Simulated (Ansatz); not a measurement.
**Hypothetical P6_422 BeS, carrier doping**

Base system: BeS (space group P6_422, No. 181; a hypothetical phase, not in the database extracts checked).

```
CELL_PARAMETERS angstrom
      3.45194     0.00000     0.00000
     -1.72597     2.98947     0.00000
      0.00000     0.00000     7.81166
ATOMIC_POSITIONS crystal
  Be 0.00000 0.50000 0.33333
  Be 0.50000 0.50000 0.66667
  Be 0.50000 0.00000 0.00000
  S  0.00000 0.50000 0.83333
  S  0.50000 0.50000 0.16667
  S  0.50000 0.00000 0.50000
```

Carriers are added at fixed cell with a uniform background; the Fermi–Dirac width is that of 300 K.

Level of theory: Ansatz (an electronic-structure program), PBE, PAW, cutoff 420 eV, no SOC.

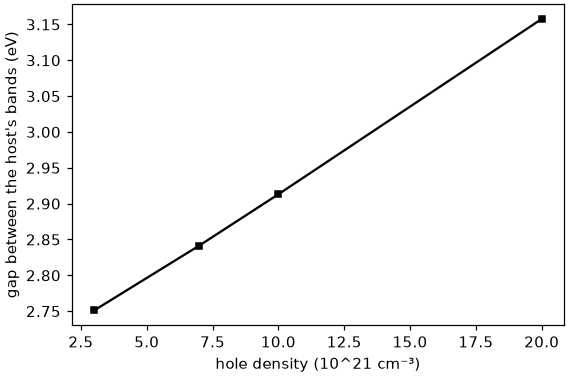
Figure. Gap between the host's bands against hole density

From the plot, what is the gap between the host's bands for holes 7.0×10^21 cm⁻³?

About 2.84 eV.

Is the trend monotonic over the range shown?

Yes, it rises throughout, spanning 2.75 eV to 3.16 eV.

Carriers are added with a uniform compensating background; total energy and stress of such cells depend on the potential's zero and are not compared; many-body gap narrowing is missing at this level. No phonon test of stability was made. The base started in P3_121 and relaxed to P6_422 at this level.
